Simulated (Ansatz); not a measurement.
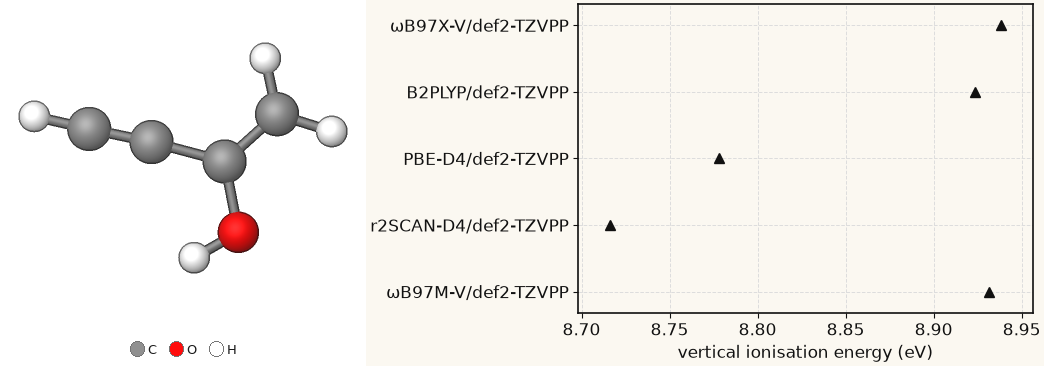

Vertical ionisation energy of C₄H₄O (enol tautomer), SMILES C#CC(=C)O, taken as the energy of the cation less that of the neutral at fixed geometry (unrestricted doublet cation, cores frozen in correlated methods, no spin-orbit coupling), the Ansatz code 0.2.0, at a PBE0-D4/def2-TZVP geometry (a minimum by its frequencies).

### What range do the values span?

From 8.72 eV (r2SCAN-D4/def2-TZVPP) to 8.94 eV (ωB97X-V/def2-TZVPP).

### Give the values.

| level | eV |
| --- | --- |
| ωB97X-V/def2-TZVPP | 8.94 |
| B2PLYP/def2-TZVPP | 8.92 |
| PBE-D4/def2-TZVPP | 8.78 |
| r2SCAN-D4/def2-TZVPP | 8.72 |
| ωB97M-V/def2-TZVPP | 8.93 |
